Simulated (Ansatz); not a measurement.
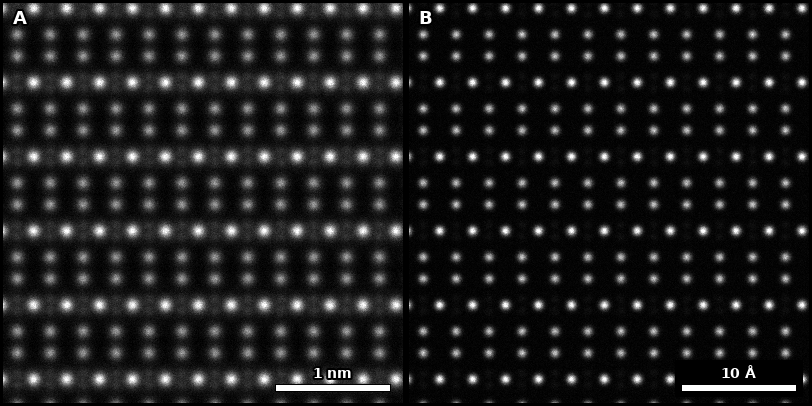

Two simulated images of the same area of NbSbO (P4/nmm, No. 129) along [110], with a probe of 0.62 Å. One is incoherent Z contrast (Z^1.6 per atom), the other the projected potential of neutral atoms blurred by the probe (iDPC-like, thin sample). Brightness is counted from the darkest point of the image. Shot noise was added. Atomic positions: coordinates from a relaxation with Ansatz 0.2.0, DFT PBE, scalar-relativistic, plane waves, PAW; the starting structure was generated, so it need not be a known form of this composition.

### Which panel is which, and how can one tell?

B is the Z-contrast image and A the potential image. The columns of 1 O per repeat reach about 4 % of the brightest peak (2 Nb) in B but about 17 % in A, mainly since the potential grows much more slowly with atomic number. The O columns show clearly in A alone.
